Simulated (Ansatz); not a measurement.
```xyz
4

O    -0.9790   -0.7269    0.1630
In    0.2568    0.8343   -0.0553
Br    2.6726    0.3019   -0.4337
H    -1.8949   -0.4696    0.3057
```

Geometry: PBE0-D4/def2-TZVP; core potentials replace the inner electrons of In.

Computed with UKS PBE0-D4/def2-TZVPP (Ansatz).

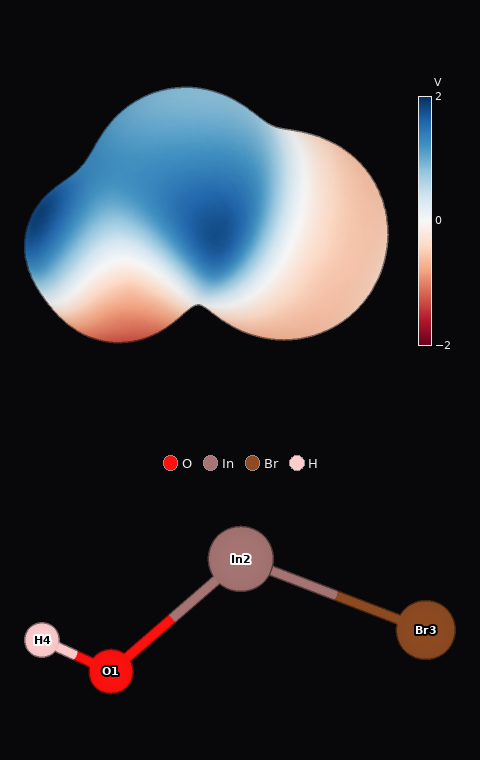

BrHInO (SMILES [OH][In][Br]) (doublet). The molecular electrostatic potential painted on the density surface at 0.001 e/bohr³, seen at a tilt; the colour scale runs from red (negative) to blue (positive). The bare structure is drawn below in the same view.

### Describe the electrostatic potential map.

The most negative region (about −1.4 V) lies over O1, the most positive (about +1.8 V) over In2 and H4. O1 is the likeliest acceptor of a hydrogen bond.
